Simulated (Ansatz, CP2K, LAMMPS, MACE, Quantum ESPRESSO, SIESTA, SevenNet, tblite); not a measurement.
# SIESTA on Li+ PF6- in diethyl carbonate and 1,3-dioxolane at 300 K (100 atoms): settings against a plane-wave reference

How do the settings of SIESTA change the result for Li+ PF6- in diethyl carbonate and 1,3-dioxolane at 300 K (100 atoms)? A plane-wave run serves as the yardstick.

Main program and level: SIESTA 5.4.2; the method is named at each step.

**1. Set-up**

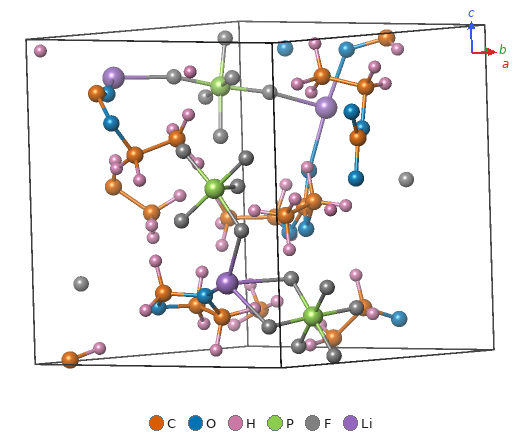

The starting structure, seen from a free direction (carbon orange, oxygen blue, hydrogen pink, phosphorus green, fluorine grey, lithium purple). Bonds to atoms that aren't drawn are left out. Some periodic images of atoms are drawn too.

The cell holds 100 atoms: 21 C, 13 O, 42 H, 3 P, 18 F and 3 Li. Its edges and angles: a = 10.579 Å, b = 10.579 Å, c = 10.579 Å, α = 90.0°, β = 90.0°, γ = 90.0°. 3 diethyl carbonate, 2 1,3-dioxolane, 3 Li+, 3 PF6- placed at random, at 1.34 g/cm³; overlaps pushed apart, then 10 ps at 550 K with stiff harmonic cages for PF6 and BF4 with UFF radii; Joung-Cheatham ions (J. Phys. Chem. B 112, 9020 (2008)); MMFF94 bonds, angles, torsions, charges and radii (Halgren, J. Comput. Chem. 17, 490 (1996)) in harmonic and 12-6 forms; charges of ions scaled by 0.8. Snapshot after 30 ps at 300 K and fixed volume.

The yardstick, on the same geometry:

- method: Kohn-Sham DFT, PBE, PAW, plane waves (Ansatz 0.2.0); cutoff 420 eV, Γ point, fermi-dirac smearing of 0.05 eV; PAW set soft_2
- r.m.s. force component: 0.9538 eV/Å
- longest force: 3.206 eV/Å
- pressure: 2.823 GPa
- gap (highest filled to lowest empty level): 4.973 eV
- SCF cycles: 10
- time: 13 s on 4 threads of Arm Neoverse V2, shared host
- CPU time: 46 s

**2. PBE, DZP, shift 0.01 Ry, mesh 500 Ry**

Method: Kohn-Sham DFT, PBE, PseudoDojo 0.4.1 norm-conserving pseudopotentials (converted to PSML), numerical atomic orbitals (DZP), diagonalisation.

The .psml files are PseudoDojo norm-conserving potentials that we converted to this format, checked against plane waves on the same files for H, C, O, Si, Ge and Ca alone.

input.fdf

```
SystemLabel cell
NumberOfAtoms 100
NumberOfSpecies 6
%block ChemicalSpeciesLabel
  1 6 C
  2 8 O
  3 1 H
  4 15 P
  5 9 F
  6 3 Li
%endblock ChemicalSpeciesLabel
LatticeConstant 1.0 Ang
%block LatticeVectors
  10.57902 0.00000 0.00000
  0.00000 10.57902 0.00000
  0.00000 0.00000 10.57902
%endblock LatticeVectors
PAO.BasisSize DZP
PAO.EnergyShift 0.01 Ry
PAO.Polarization.NonPerturbative T
XC.Functional GGA
XC.Authors PBE
MeshCutoff 500 Ry
%block kgrid_Monkhorst_Pack
  1 0 0 0.0
  0 1 0 0.0
  0 0 1 0.0
%endblock kgrid_Monkhorst_Pack
SolutionMethod diagon
OccupationFunction FD
ElectronicTemperature 580 K
SCF.Mixer.Method Pulay
SCF.Mixer.Weight 0.15
SCF.Mixer.History 8
SCF.Mix Hamiltonian
MaxSCFIterations 300
SCF.DM.Tolerance 1e-04
SCF.H.Tolerance 1.0e-3 eV
WriteForces T
Write.HirshfeldPop T
Write.VoronoiPop T
Write.DM F
Write.H F
XML.Write F
AtomicCoordinatesFormat Fractional
%block AtomicCoordinatesAndAtomicSpecies
  0.10581 0.93968 0.11612 1
  0.11143 0.03579 0.01272 1
  0.19625 0.98735 0.91960 2
  0.21722 0.07381 0.83156 1
  0.16877 0.17966 0.82341 2
  0.30568 0.03671 0.74298 2
  0.31861 0.12813 0.64027 1
  0.38990 0.24514 0.68470 1
  0.04139 0.97140 0.19182 3
  0.07044 0.85582 0.07456 3
  0.20043 0.91166 0.14546 3
  0.15320 0.12748 0.04356 3
  0.01791 0.04536 0.96210 3
  0.37334 0.08353 0.56586 3
  0.22578 0.14684 0.59694 3
  0.45422 0.22833 0.76033 3
  0.31460 0.31356 0.70877 3
  0.43660 0.28632 0.60650 3
  0.70849 0.56713 0.86243 1
  0.83304 0.62535 0.82822 1
  0.84975 0.58342 0.70299 2
  0.92136 0.48085 0.68041 1
  0.96066 0.40968 0.76513 2
  0.93286 0.45311 0.55714 2
  0.02456 0.36206 0.52646 1
  0.12682 0.41978 0.44387 1
  0.62787 0.60633 0.81064 3
  0.69839 0.46082 0.84464 3
  0.67484 0.57599 0.96257 3
  0.90243 0.59058 0.89211 3
  0.82824 0.72380 0.83292 3
  0.07011 0.32186 0.60992 3
  0.96224 0.29614 0.46955 3
  0.18682 0.48567 0.49434 3
  0.08275 0.47425 0.36455 3
  0.18633 0.35013 0.41012 3
  0.58589 0.51947 0.43529 1
  0.58179 0.65684 0.47093 1
  0.49489 0.71760 0.38253 2
  0.41848 0.80163 0.44553 1
  0.41895 0.82662 0.55506 2
  0.32604 0.83398 0.36357 2
  0.21755 0.89514 0.40603 1
  0.10585 0.80473 0.40684 1
  0.50434 0.46699 0.45231 3
  0.60528 0.50936 0.33103 3
  0.66664 0.47153 0.49025 3
  0.67938 0.69391 0.45735 3
  0.55579 0.66103 0.57541 3
  0.23541 0.92804 0.50379 3
  0.20608 0.97930 0.34639 3
  0.12364 0.74903 0.32562 3
  0.02238 0.86626 0.38624 3
  0.09204 0.74914 0.49124 3
  0.58920 0.86844 0.13258 1
  0.48687 0.84070 0.03988 1
[... 40 atom lines left out ...]
  0.00023 0.22576 0.23507 5
  0.45762 0.87041 0.74658 6
  0.67424 0.13430 0.24939 6
  0.07172 0.32263 0.86448 6
%endblock AtomicCoordinatesAndAtomicSpecies
```

Run with:

```
$ OMP_NUM_THREADS=1 mpirun -np 2 siesta < input.fdf > output.txt
```

What it wrote:

```text
Version         : 5.4.2
reinit: System Name:
reinit: System Label: cell
initatom: Reading input for the pseudopotentials and atomic orbitals ----------
Species number:   1 Atomic number:    6 Label: C
Species number:   2 Atomic number:    8 Label: O
Species number:   3 Atomic number:    1 Label: H
Species number:   4 Atomic number:   15 Label: P
Species number:   5 Atomic number:    9 Label: F
Species number:   6 Atomic number:    3 Label: Li
Ground state valence configuration (from tables):   2s02  2p02  3d00  4f00
Ground state valence configuration (from tables):   2s02  2p04  3d00  4f00
Ground state valence configuration (from tables):   1s01  2p00  3d00  4f00
Ground state valence configuration (from tables):   3s02  3p03  3d00  4f00
Ground state valence configuration (from tables):   2s02  2p05  3d00  4f00
Ground state valence configuration (from tables):   2s01  2p00  3d00  4f00
---- Processing specs for species: C
GGA--PBE XC_GGA_X_PBE--XC_GGA_C_PBE pb
---- Processing specs for species: O
GGA--PBE XC_GGA_X_PBE--XC_GGA_C_PBE pb
---- Processing specs for species: H
GGA--PBE XC_GGA_X_PBE--XC_GGA_C_PBE pb
---- Processing specs for species: P
GGA--PBE XC_GGA_X_PBE--XC_GGA_C_PBE pb
---- Processing specs for species: F
GGA--PBE XC_GGA_X_PBE--XC_GGA_C_PBE pb
---- Processing specs for species: Li
GGA--PBE XC_GGA_X_PBE--XC_GGA_C_PBE pb
Semicore shell(s) with  2 electrons included in the valence for Li
Semicore shell(s): 1s
C pseudopotential only contains V_ls up to l=1 -- lmxkb reset.
O pseudopotential only contains V_ls up to l=2 -- lmxkb reset.
H pseudopotential only contains V_ls up to l=1 -- lmxkb reset.
P pseudopotential only contains V_ls up to l=2 -- lmxkb reset.
F pseudopotential only contains V_ls up to l=2 -- lmxkb reset.
Li pseudopotential only contains V_ls up to l=1 -- lmxkb reset.
Using PAO.SplitTailNorm
%block ChemicalSpeciesLabel
    1    6 C                       # Species index, atomic number, species label
[... lines left out ...]
Total number of electrons:   354.000000
[... lines left out ...]
Folding of H and S implicitly performed
Folding of H and S implicitly performed
new_DM -- step:     1
Initializing Density Matrix...
Attempting to read DM from file... Failed...
DM filled with atomic data:
InitMesh: MESH = 144 x 144 x 144 = 2985984
InitMesh: Mesh cutoff (required, used) =   500.000   512.078 Ry
stepf: Fermi-Dirac step function
        iscf     Eharris(eV)        E_KS(eV)     FreeEng(eV)     dDmax    Ef(eV) dHmax(eV)
   scf:    1   -23102.800436   -23146.377594   -23146.377594  1.937854 -5.514769  7.590135
   scf:    2   -23172.158409   -23160.240390   -23160.240390  0.066167 -5.524460  5.082875
   scf:    3   -23172.570605   -23169.718053   -23169.718053  0.120329 -5.611351  2.147643
[...]
scf:   12   -23170.517716   -23170.517713   -23170.517713  0.000156 -5.595420  0.000598
   scf:   13   -23170.517713   -23170.517713   -23170.517713  0.000018 -5.595488  0.000347
SCF Convergence by DM+H criterion
max |DM_out - DM_in|         :     0.0000176016
max |H_out - H_in|      (eV) :     0.0003467289
SCF cycle converged after 13 iterations
Using DM_out to compute the final energy and forces
siesta: E_KS(eV) =           -23170.5177
siesta: E_KS - E_eggbox =    -23170.5177
siesta: Atomic forces (eV/Ang):
     1   -0.119347    0.702534    0.072126
     2   -1.283461    0.704696    0.962882
     3    1.527377   -1.033925   -1.129451
[...]
99    0.696106   -0.054329    0.150666
   100   -0.131706    0.100766    0.263265
----------------------------------------
   Tot   -0.027160    0.026259    0.013982
----------------------------------------
   Max    5.303015
   Res    1.286917    sqrt( Sum f_i^2 / 3N )
----------------------------------------
   Max    5.303015    constrained
Stress tensor Voigt[x,y,z,yz,xz,xy] (kbar):      -56.94      -89.12      -55.12       -0.41       10.59       -1.54
(Free)E + p*V (eV/cell)   -23120.9632
Target enthalpy (eV/cell)   -23170.5177
siesta: Program's energy decomposition (eV):
siesta: Ebs     =     -5545.985163
siesta: Eions   =     37076.454439
siesta: Ena     =      7287.988793
siesta: Ekin    =     15635.653339
siesta: Enl     =     -2756.698758
siesta: DEna    =      -138.321341
siesta: DUscf   =        30.174406
siesta: Ex      =     -5743.971218
siesta: Ec      =      -408.888495
siesta: Exc     =     -6152.859712
siesta: Eharris =    -23170.517713
siesta: Etot    =    -23170.517713
siesta: FreeEng =    -23170.517713
siesta: Final energy (eV):
siesta:  Band Struct. =   -5545.985163
siesta:       Kinetic =   15635.653339
siesta:       Hartree =   15058.127231
siesta:         Exch. =   -5743.971218
siesta:         Corr. =    -408.888495
siesta:   Exch.-corr. =   -6152.859712
siesta:  Ion-electron =  -44350.823566
siesta:       Ion-ion =   -3360.615004
siesta:         Total =  -23170.517713
siesta:         Fermi =      -5.595488
siesta: Stress tensor (static) (eV/Ang**3):
siesta:    -0.035542   -0.000964    0.006607
siesta:    -0.000963   -0.055622   -0.000257
siesta:     0.006607   -0.000257   -0.034400
siesta: Cell volume =       1183.958049 Ang**3
siesta: Pressure (static):
siesta:                Solid            Molecule  Units
siesta:           0.00045586          0.00030257  Ry/Bohr**3
siesta:           0.04185493          0.02778025  eV/Ang**3
siesta:          67.05898897         44.50886074  kBar
    Orbital volume contribution        =          29.328994 eV
    (Free)E + p_basis*V_orbitals       =      -23141.188720 eV
    (Free)Eharris+ p_basis*V_orbitals  =      -23141.188720 eV
Hirshfeld Atomic Populations:
Atom #   charge [q] valence [e]  Species
     1    -0.079229    4.079229  C
     2     0.033274    3.966726  C
     3    -0.019927    6.019927  O
     4     0.254341    3.745659  C
     5    -0.174911    6.174911  O
     6    -0.029779    6.029779  O
[...]
9     0.038653    0.961347  H
    10     0.024633    0.975367  H
    11     0.023734    0.976266  H
[...]
77     0.413419    4.586581  P
    78    -0.109013    7.109013  F
    79    -0.147398    7.147398  F
    80    -0.175927    7.175927  F
[...]
84     0.393275    4.606725  P
[...]
91     0.415252    4.584748  P
[...]
98     0.123859    2.876141  Li
    99     0.088343    2.911657  Li
   100     0.125100    2.874900  Li
--------------------
 Total     0.000033
Voronoi Atomic Populations:
Atom #   charge [q] valence [e]  Species
[...]
67     0.051669    3.948331  C
    68    -0.078240    6.078240  O
    69     0.135232    3.864768  C
    70    -0.089847    6.089847  O
[...]
75     0.023884    0.976116  H
    76     0.003176    0.996824  H
    77     0.502449    4.497551  P
[...]
84     0.486683    4.513317  P
[...]
91     0.492220    4.507780  P
[...]
96    -0.169809    7.169809  F
    97    -0.148480    7.148480  F
    98     0.066150    2.933850  Li
    99     0.026669    2.973331  Li
   100     0.045184    2.954816  Li
--------------------
 Total     0.000033
```

The job ended after 91 s (2 MPI ranks of Arm Neoverse V2, shared host; peak memory 1.7 GiB; 3 min of CPU time).

Banners, paths, timers and routine set-up lines are dropped from the logs unmarked, and long logs keep their key lines alone; longer cuts are marked.

Numbers from this run, and their distance from the reference:

- r.m.s. force component: 1.287 eV/Å
- r.m.s. difference of force components: 608.7 meV/Å
- longest difference of force vectors: 2725 meV/Å
- force difference over r.m.s. force: 63.82 %
- slope of forces against the reference's: 1.207
- correlation of force components: 0.8943
- gap (highest filled to lowest empty level): 4.749 eV
- gap difference: -0.2231 eV
- pressure: 6.706 GPa
- pressure difference: 3.883 GPa

This run lies far from the reference in forces at the same functional.

Length of the force difference by element (eV/Å):

| element | atoms | mean | most |
| --- | --- | --- | --- |
| C | 21 | 0.66 | 1.3 |
| F | 18 | 1.7 | 2.7 |
| H | 42 | 0.59 | 0.81 |
| Li | 3 | 0.092 | 0.17 |
| O | 13 | 1.5 | 2.7 |
| P | 3 | 0.36 | 0.63 |

Levels nearest the highest filled one (eV from it): -1.44, -1.34, -1.31, -1.23, -1.14, -0.98, -0.96, -0.93, -0.75, -0.68, -0.53, 0.00, 4.75, 5.13, 5.22, 5.59, 6.22, 6.36, 6.45, 6.55, 6.67, 6.72, 6.81, 6.85.

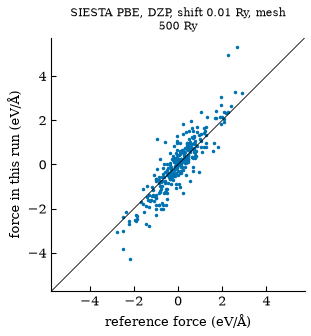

Force components against those of the reference; the line marks equality.

A closer look about H75, picked at random: 9 atoms, nearest first, numbered in the order of the input, with positions taken from that point.

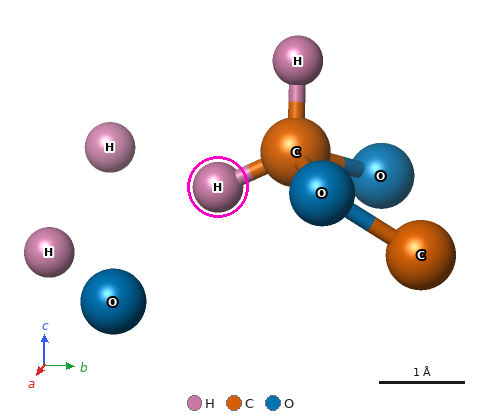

The atoms of the table, within 2.8 Å (arrows a, b, c point along x, y, z); some may hide others; the central atom is ringed.

| atom | x | y | z | distance (Å) | Hirshfeld charge (e) | Fx | Fy | Fz (eV/Å) |
| --- | --- | --- | --- | --- | --- | --- | --- | --- |
| H75 | 0.00 | 0.00 | 0.00 | 0.00 | 0.02 | -0.47 | -2.14 | -1.09 |
| C69 | -0.01 | 0.92 | 0.51 | 1.05 | 0.09 | -1.43 | -0.48 | 2.12 |
| H76 | -0.27 | 0.87 | 1.56 | 1.81 | 0.02 | 0.25 | -0.79 | 1.29 |
| O68 | 1.29 | 1.47 | 0.40 | 2.00 | -0.07 | 0.25 | 0.31 | 0.57 |
| O70 | -1.02 | 1.79 | -0.01 | 2.06 | -0.07 | -2.01 | -2.50 | -1.90 |
| H63 | 0.06 | -2.00 | -0.95 | 2.21 | 0.02 | -1.67 | 0.21 | 0.25 |
| H11 | -2.07 | -1.66 | -0.22 | 2.66 | 0.02 | 0.67 | 0.16 | 0.69 |
| O59 | 2.42 | -0.81 | -0.79 | 2.67 | -0.06 | 0.19 | 1.49 | 0.01 |
| C67 | 0.99 | 2.63 | -0.35 | 2.84 | 0.03 | 1.09 | 2.43 | -1.37 |

Forces lie 64 % from the reference's, at 3.9 times its CPU time (on 2 against 4 cores).

**3. PBE, SZP, shift 0.01 Ry, mesh 500 Ry**

Method: Kohn-Sham DFT, PBE, PseudoDojo 0.4.1 norm-conserving pseudopotentials (converted to PSML), numerical atomic orbitals (SZP), diagonalisation.

Changes to input.fdf since step 2:

```diff
@@ -17,3 +17,3 @@
 %endblock LatticeVectors
-PAO.BasisSize DZP
+PAO.BasisSize SZP
 PAO.EnergyShift 0.01 Ry
```

What it wrote:

```text
Version         : 5.4.2
reinit: System Name:
reinit: System Label: cell
initatom: Reading input for the pseudopotentials and atomic orbitals ----------
Species number:   1 Atomic number:    6 Label: C
Species number:   2 Atomic number:    8 Label: O
Species number:   3 Atomic number:    1 Label: H
Species number:   4 Atomic number:   15 Label: P
[... lines left out ...]
SCF Convergence by DM+H criterion
[... lines left out ...]
SCF cycle converged after 13 iterations
[... lines left out ...]
   Max    8.343029
[... lines left out ...]
   Max    8.343029    constrained
Stress tensor Voigt[x,y,z,yz,xz,xy] (kbar):      -69.96     -110.10      -75.72        1.81        6.93        2.68
[... lines left out ...]
siesta: FreeEng =    -23128.544743
[... lines left out ...]
siesta:         Fermi =      -3.682088
[... lines left out ...]
siesta:          85.26108022         50.54586326  kBar
[... lines left out ...]
    84     0.465790    4.534210  P
[...]
91     0.483703    4.516297  P
[...]
98     0.120935    2.879065  Li
    99     0.086435    2.913565  Li
   100     0.122082    2.877918  Li
--------------------
 Total     0.000019
Voronoi Atomic Populations:
Atom #   charge [q] valence [e]  Species
[...]
67     0.064734    3.935266  C
    68    -0.085318    6.085318  O
    69     0.142318    3.857682  C
    70    -0.093626    6.093626  O
[...]
75     0.019080    0.980920  H
    76     0.001676    0.998324  H
    77     0.634946    4.365054  P
[...]
84     0.622100    4.377900  P
[...]
91     0.624605    4.375395  P
[...]
96    -0.184775    7.184775  F
    97    -0.168193    7.168193  F
    98     0.073191    2.926809  Li
    99     0.035055    2.964945  Li
   100     0.054837    2.945163  Li
--------------------
 Total     0.000019
```

Run time: 77 s. Hardware: 2 MPI ranks; peak memory 1.5 GiB; 2.6 min of CPU time.

Compared with the plane-wave run:

```yaml
r_m_s_force_component: 1.803 eV/Å
r_m_s_difference_of_force_components: 1292 meV/Å
longest_difference_of_force_vectors: 6208 meV/Å
force_difference_over_r_m_s_force: 135.4 %
slope_of_forces_against_the_reference_s: 1.369
correlation_of_force_components: 0.7244
spacing_of_highest_filled_and_lowest_empty_level: 4.661 eV
gap_difference: -0.3115 eV
pressure: 8.526 GPa
pressure_difference: 5.704 GPa
```

This is a coarse setting, run to see what it loses.

Against the first run (64 %), the force difference from the reference is 135 %, at 0.84 times the CPU time, with 678 basis functions against 943: the smaller basis costs accuracy.

(Continued in part 2 of 2.)

[Also dropped from logs without a mark: logging warnings of Python, and SIESTA's first energy breakdown and zero terms.]

[Logs are printed without paths, hosts, clocks, repeated set-up lines and the standing remarks that a program may print on its own settings, such as how far it seeks lower states.]

[Hosts, paths, dates, database ids (printed as entryN), source tags and the programs' standing remarks are cut or masked in the printed files.]

[The MMFF94 radii named for the starting cell were scaled by 0.96; in molecules described by MMFF94, hydrogen bound to N, O or S took a small fixed 12-6 site in their place.]
